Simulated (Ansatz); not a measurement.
# CH₅BOS: a ladder of functionals and wavefunction methods

How much do the methods differ for CH₅BOS? The plan is to run it at one geometry with functionals of several rungs and with coupled cluster, and see how far each lands from CCSD(T) at the basis-set limit for the atomisation energy.

The runs use Ansatz 0.2.0, Gaussian basis; functionals in def2-TZVPP, the program's frozen cores in correlated methods.

Plan: LDA (SPW92), PBE-D4, revPBE-D4, BLYP-D4, r2SCAN-D4, B97M-V, PBE0-D4, B3LYP-D4, r2SCANh-D4, r2SCAN0-D4, HSE06-D4, BHLYP-D4, CAM-B3LYP-D4, LC-ωPBE, ωB97X-V, ωB97M-V, B2PLYP, PBE-QIDH; CCSD(T)/def2-SVP; CCSD(T)/def2-TZVPP; MP2/def2-QZVPP; extrapolation to the limit; RPA on PBE.

## (1) The relaxed structure

All runs share one geometry, relaxed beforehand with PBE0-D4 in a triple-zeta def2 set.

9 atoms, charge 0, spin multiplicity 1.

Atoms are counted from 1 here; the program's logs count them from 0.

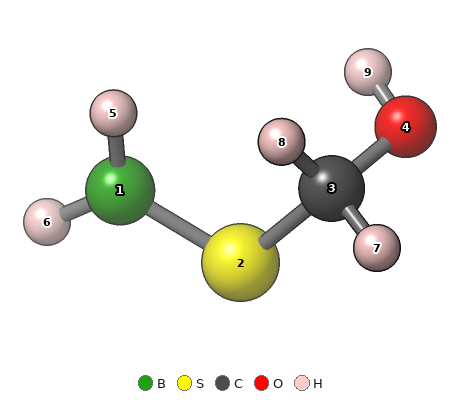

The structure; boron green, sulfur yellow, carbon dark grey, oxygen red, hydrogen pink; atoms are numbered from 1 in the order of the file.

## (2) LDA

This LDA is Slater exchange with PW92 correlation.

Input file in.yaml:

```yaml
crystal:
  periodic: [false, false, false]
  atoms:
    - {symbol: B, position_ang: [-1.203708, 0.997271, 0.759328]}
    - {symbol: S, position_ang: [-0.457103, 0.833770, -0.819847]}
    - {symbol: C, position_ang: [0.470943, -0.744133, -0.700246]}
    - {symbol: O, position_ang: [1.839975, -0.559484, -0.556431]}
    - {symbol: H, position_ang: [-1.049978, 0.155302, 1.593677]}
    - {symbol: H, position_ang: [-1.859332, 1.974494, 0.948824]}
    - {symbol: H, position_ang: [0.319544, -1.270583, -1.642175]}
    - {symbol: H, position_ang: [0.022247, -1.314900, 0.118009]}
    - {symbol: H, position_ang: [2.006013, -0.118138, 0.281862]}
basis:
  gaussian: {orbitals: def2-TZVPP}
hamiltonian: {xc: lda}
output: {orbitals: {seedname: orbitals}}
```

On the command line:

```sh
> ansatz run in.yaml --threads 2 --pin off --events-out ev --progress --plain --max-ram 4352MiB
```

Further steps of the session: PBE-D4 (GGA); revPBE-D4 (GGA); BLYP-D4 (GGA); r2SCAN-D4 (meta-GGA); B97M-V (meta-GGA); B3LYP-D4 (hybrid); r2SCANh-D4 (hybrid); r2SCAN0-D4 (hybrid); HSE06-D4 (hybrid); BHLYP-D4 (hybrid); CAM-B3LYP-D4 (range-separated); LC-ωPBE (range-separated); ωB97X-V (range-separated); ωB97M-V (range-separated); B2PLYP (double hybrid); PBE-QIDH (double hybrid); CCSD(T) in def2-SVP; CCSD(T) in def2-TZVPP; MP2 in def2-QZVPP; RPA on PBE orbitals.

Before running them: what should the planned runs give, taken together? Wanted: atomisation energy, CCSD(T)/CBS; farthest beyond LDA; mean size of error, GGA; mean size of error, meta-GGA; mean size of error, hybrid; mean size of error, range-separated; mean size of error, double hybrid; gap, smallest and largest; T1 diagnostic.

**Answer**, as computed:

| quantity | value |
| --- | --- |
| atomisation energy, CCSD(T)/CBS | 766.7 kcal/mol |
| functionals within 3.8 kcal/mol (0.5 %) | revPBE-D4, BLYP-D4, B3LYP-D4, r2SCANh-D4, CAM-B3LYP-D4, LC-ωPBE, ωB97X-V, PBE-QIDH |
| farthest beyond LDA | BHLYP-D4 (-22.6 kcal/mol) |
| mean size of error, GGA | 7.4 kcal/mol |
| mean size of error, meta-GGA | 5.9 kcal/mol |
| mean size of error, hybrid | 6.9 kcal/mol |
| mean size of error, range-separated | 4.0 kcal/mol |
| mean size of error, double hybrid | 5.0 kcal/mol |
| gap, smallest and largest | 4.39 eV (LDA (SPW92)), 11.67 eV (LC-ωPBE) |
| T1 diagnostic | 0.0138 |
| triples share of the correlation energy | 4.0 % |

What this shows: The LDA atomisation energy is off by 120.0 kcal/mol (16 %): it overbinds. PBE-D4 misses by +20.1 kcal/mol. Double hybrids carry the basis error of their MP2 part in triple zeta, and no dispersion term here, so their miss is partly the set-up's. By mean error the best rung here is range-separated (4.0 kcal/mol) and the worst beyond LDA is GGA (7.4 kcal/mol). The gap between the best rungs is small, so their order is not settled. The reference freezes the cores and leaves out relativity and excitations past (T), so misses under about 3.8 kcal/mol can't be ranked. Hartree-Fock recovers 72 % of the binding; the rest is correlation. CCSD(T) in def2-SVP is off by -42.9 kcal/mol, which most functionals beat. The gap grows from 4.4 to 11.7 eV across the functionals, mostly with the share of exact exchange.
